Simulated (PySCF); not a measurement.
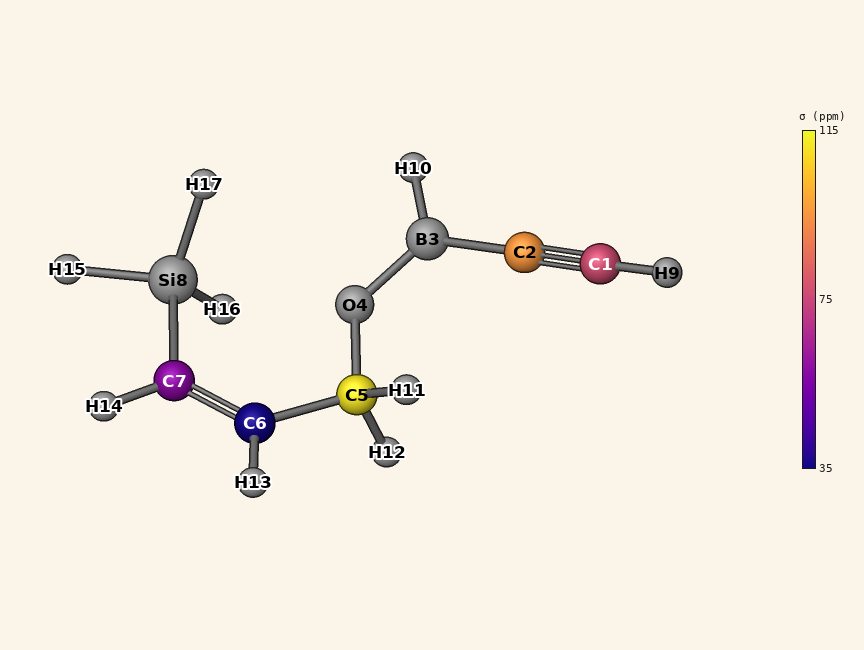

Atoms are coloured by their isotropic NMR shieldings (C only, the others grey). The computed structure is the end point of a GFN2-xTB optimisation. No frequency run is at hand to confirm it as a minimum. Level of theory: GIAO PBE0/pcSseg-1 NMR shielding, non-relativistic, gas phase (PySCF 2.14.0).

Give the isotropic NMR shieldings of the C atoms atom by atom.

| atom | σ (ppm) |
| --- | --- |
| C1 | 76.9 |
| C2 | 95.6 |
| C5 | 111.8 |
| C6 | 35.8 |
| C7 | 58.2 |

The geometry is semi-empirical. Around B, Si such bond lengths and angles can be off by a tenth of an ångström or more and by several degrees, and values that hang on the shape move with them.
